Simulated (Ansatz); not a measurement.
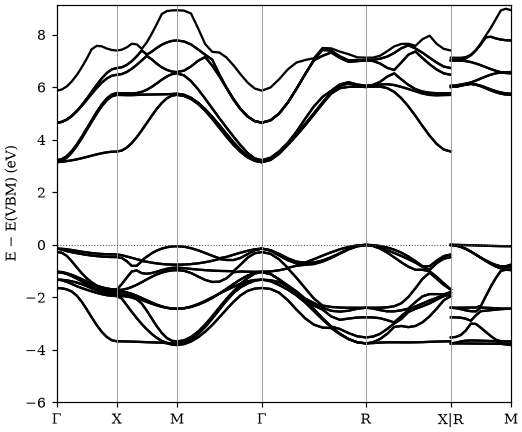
*Band structure from DFT-PBEsol with spin–orbit coupling in the program Ansatz with PAW potentials*

Read off the gap and where the band edges lie.

About 3.1 eV (3.14 eV by a search for the band edges); maximum at R, minimum at Γ.

The material is BaZrO$_{3}$ (cubic perovskite, Pm-3m).

The PBEsol relaxation kept the symmetry of its start. The run is not spin-polarised.

Potentials: the later of the program's two PAW sets.
